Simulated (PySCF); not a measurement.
## A study: Cl₃FTi, SMILES `F[Ti](Cl)(Cl)Cl`

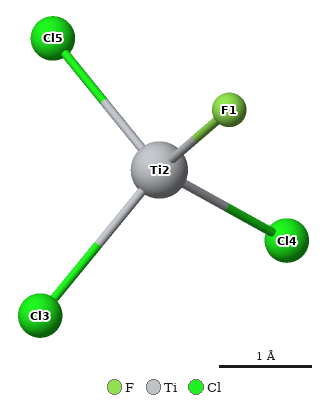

The molecule, with its atoms numbered as below. No frequency check shows the geometry to be a minimum.

Cartesian coordinates (Å):

```
F1      -0.0007   -0.0003   -2.0004
Ti2     -0.0001   -0.0000   -0.3074
Cl3     -1.0602    1.6433    0.4857
Cl4      1.9535    0.0967    0.4853
Cl5     -0.8928   -1.7398    0.4859
```

## 1. Bonding charge

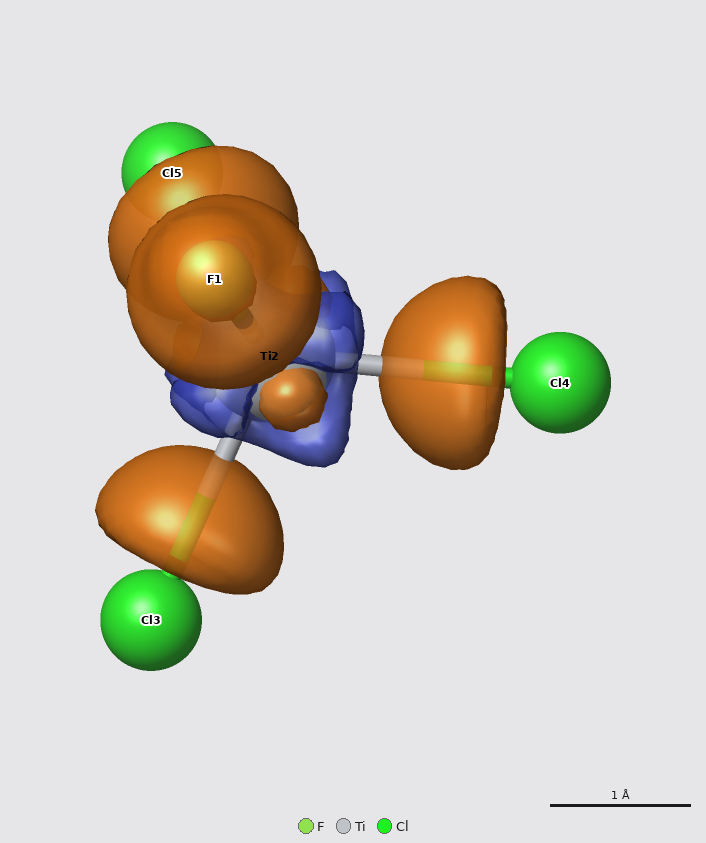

Deformation density (molecule less spherical, spin-averaged free atoms at the same positions), surfaces at ±0.07 e/Å³; orange: gain, blue: loss.

Computed with PySCF, PBE/def2-TZVP, geometry: GFN2-xTB. This is a single-reference result, which may miss multireference character in this system.

Q: How much density has each bond gained at its critical point, relative to the free atoms?

A: Ti2–Cl5, Ti2–Cl3 and Ti2–Cl4: +0.16 e/Å³ at the bond critical point (bond length 2.11 Å, Mayer order 1.2). F1–Ti2: +0.15 e/Å³ at the bond critical point (bond length 1.69 Å, Mayer order 1.1). In all, 1.0 electrons gather in the regions of gain relative to the promolecule. A small or negative value marks a very polar bond, one between electron-rich atoms, whose free-atom densities already overlap strongly, a long bond to a heavier atom, or a closed-shell contact such as a hydrogen bond.

Q: Where do the Hirshfeld charges lie?

A: The highest Hirshfeld charge is on Ti2 (+0.45 e), the lowest on F1 (−0.18 e).

## 2. Bond critical points

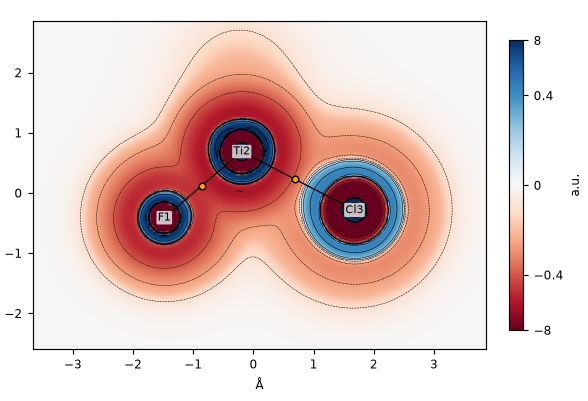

Negative Laplacian of the density (−∇²ρ) in the plane of F1, Ti2 and Cl3 (blue positive, red negative, colour scale in a.u., logarithmic beyond ±0.04), with bond paths and bond critical points (dots).

Q: At which bond critical points in this plane is charge locally concentrated, and at which depleted?

A: At none is it concentrated. Depleted (∇²ρ > 0): F1–Ti2 (+1.01 a.u., H = −0.066); Ti2–Cl3 (+0.32 a.u., H = −0.039). A positive Laplacian with negative H is typical of metal–ligand bonds.

## 3. Local ionisation energy

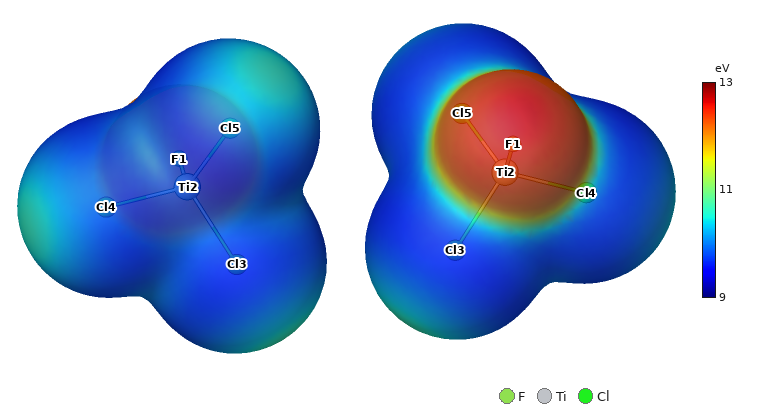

Average local ionisation energy on the surface of electron density 0.001 a.u. (back view left, front view right).

Q: Where are the most loosely bound electrons on this surface?

A: The lowest value is 9.6 eV, 2.1 Å from Cl3, and at like points elsewhere. For comparison, the highest occupied orbital lies at −8.2 eV.

## 4. In an electric field

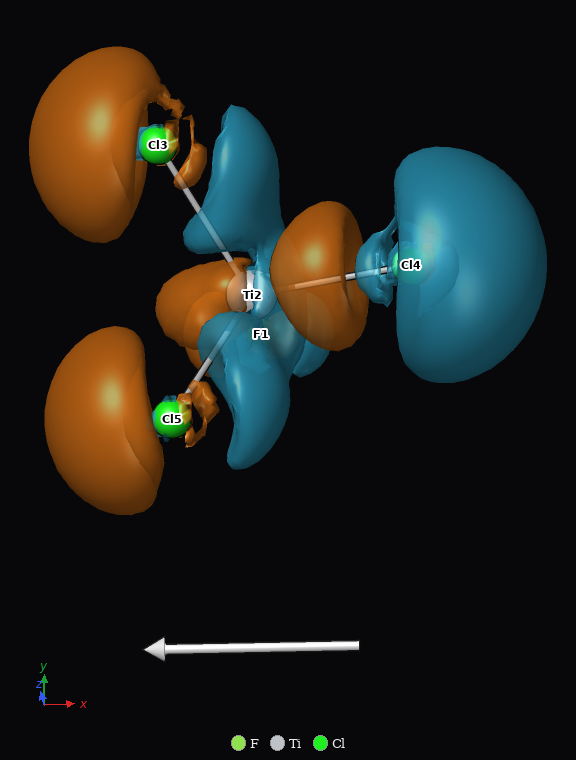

Change of the electron density in a uniform field of 0.21 V/Å along −x (arrow), surfaces at ±0.0015 e/Å³ (light blue: gain, orange: loss).

PySCF calculation, PBE/def2-TZVP, gas phase; geometry: GFN2-xTB. This is a single-reference result, which may miss multireference character in this system. A basis without diffuse functions makes polarisabilities too small.

The field was applied in both directions; the picture shows the one opposite to the script's first.

Q: What dipole is induced, and what polarisability does it imply?

A: The induced dipole is 0.79 D (along the field); α along this axis, from the fields in both directions, is 78 bohr³ (11.6 Å³).

## 5. Removing or adding an electron

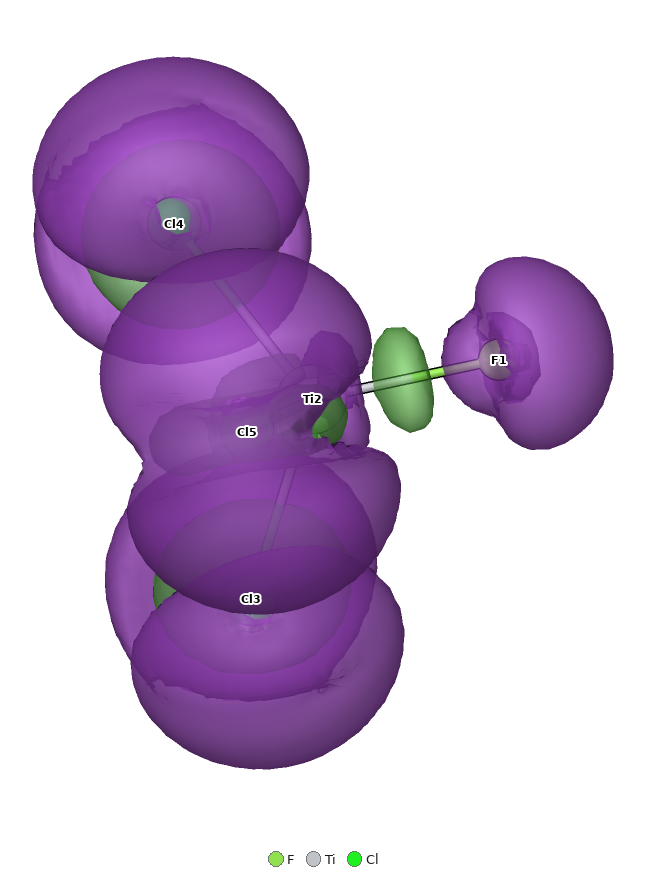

Fukui function f⁻ = ρ(N) − ρ(N−1) at fixed geometry, surfaces at ±0.01 e/Å³ (purple positive, green negative).

Level of theory: PBE/def2-TZVP (PySCF), at a geometry from GFN2-xTB. This is a single-reference result, which may miss multireference character in this system.

Q: On which atoms does the density change most on removal of an electron?

A: f⁻ (Hirshfeld-condensed) is largest on Cl3, Cl4 and Cl5 (0.28 each); the vertical ionisation energy is 11.08 eV (the stability of the cation's solution wasn't checked). Condensed values hint at sites of electrophilic attack but needn't mark the atom that reacts. Orbital relaxation makes it negative in places (0.12 e in all).

```
atom     f⁻  charge
  F1  +0.06   −0.18
 Ti2  +0.11   +0.45
 Cl3  +0.28   −0.09
 Cl4  +0.28   −0.09
 Cl5  +0.28   −0.09
```
